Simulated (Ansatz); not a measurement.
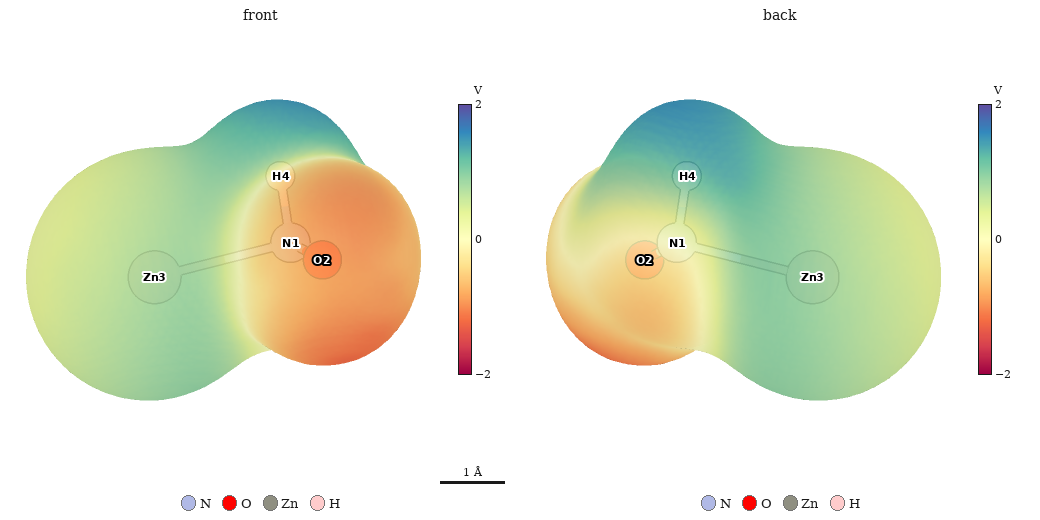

HNOZn. The electrostatic potential painted on the density surface at 0.002 e/bohr³, seen from the front and from behind; red is negative and blue positive.

Geometry: r2SCAN-D4/def2-TZVP.

These are results of isolated molecule in a Gaussian basis; Kohn-Sham density functional theory, functional PBE0 in Ansatz 0.2.0, not measurements.

**Describe the electrostatic potential map.**

The most negative region (about −1.2 V) lies over O2, the most positive (about +1.5 V) over H4. O2 is the likeliest acceptor of a hydrogen bond.
